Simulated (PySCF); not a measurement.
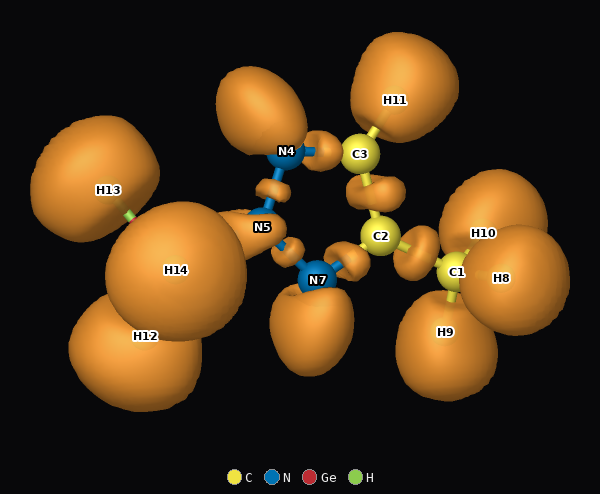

*C₃H₇GeN₃ (SMILES Cc1cn[n]([GeH3])n1). Isosurface of the ELF at 0.8 (orange), seen at a tilt. Only the valence region is drawn (cores and ρ < 0.01 e/Å³ removed).*

Geometry: GFN2-xTB.

All numbers below come from PySCF 2.14.0, CAM-B3LYP/def2-SVPD, SCF density, gas phase.

```yaml
atoms:
  - { symbol: C, position_ang: [-2.3625, -0.7442, 0.2983] }
  - { symbol: C, position_ang: [-1.0695, -0.0597, 0.0499] }
  - { symbol: C, position_ang: [-0.8010, 1.3091, -0.1184] }
  - { symbol: N, position_ang: [0.4957, 1.4551, -0.3254] }
  - { symbol: N, position_ang: [0.9912, 0.2348, -0.2842] }
  - { symbol: Ge, position_ang: [2.7552, -0.1562, -0.5860] }
  - { symbol: N, position_ang: [0.0863, -0.7001, -0.0624] }
  - { symbol: H, position_ang: [-2.8761, -0.9289, -0.6453] }
  - { symbol: H, position_ang: [-2.1862, -1.6990, 0.7861] }
  - { symbol: H, position_ang: [-3.0034, -0.1261, 0.9226] }
  - { symbol: H, position_ang: [-1.4674, 2.1467, -0.0885] }
  - { symbol: H, position_ang: [3.0105, -1.3866, 0.2094] }
  - { symbol: H, position_ang: [3.4985, 1.0486, -0.1318] }
  - { symbol: H, position_ang: [2.9279, -0.3939, -2.0514] }
```

> Describe the localisation domains.

The surface consists of two regions between bonded C–C atoms (shared pairs), two regions between bonded C–N atoms (shared pairs), two regions between bonded N–N atoms (shared pairs), seven regions around hydrogen nuclei, one lobe of the valence shell of N pointing towards Ge (polar bonds) and two lobes on N, pointing away from the bonds (lone pairs). Along the contacts the grid gives the following. N–N (1.32 Å): the ELF peaks at about 0.90 between the atoms (a covalent bond). C–N (1.32 Å): the ELF peaks at about 0.90 between the atoms (a covalent bond).
